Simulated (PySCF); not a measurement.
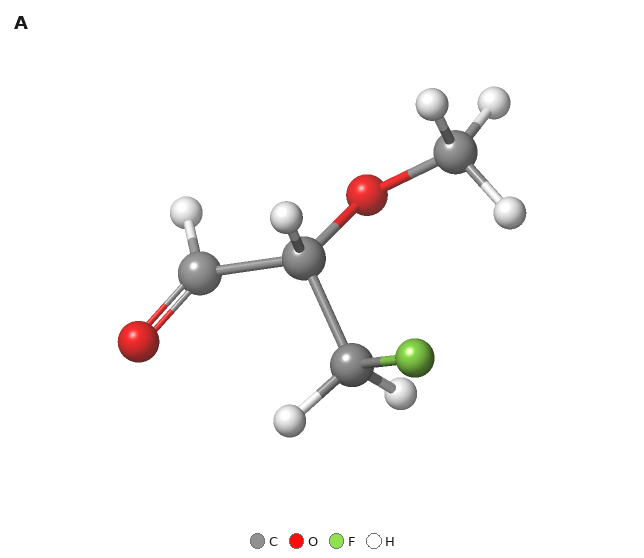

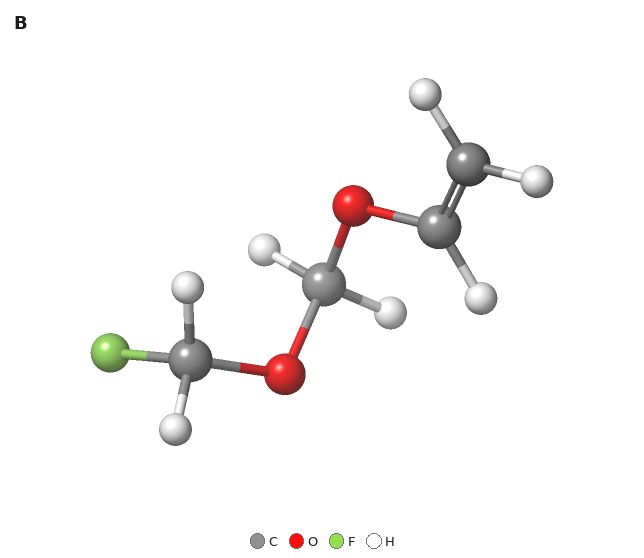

2 stationary structures of one formula. Geometries: GFN2-xTB. Electronic energies: PBE0/pcSseg-1 (PySCF 2.14.0), without zero-point energy. No frequency run is at hand to confirm each as a minimum. Each is one conformer, not always the lowest.

> Are they conformers, stereoisomers or constitutional isomers?

They are constitutional isomers of C4H7FO2: A `CO[C@@H](C=O)CF`, B `C=COCOCF`.

> Which structure is the most stable?

A is lowest; B lies 0.162 eV above it.
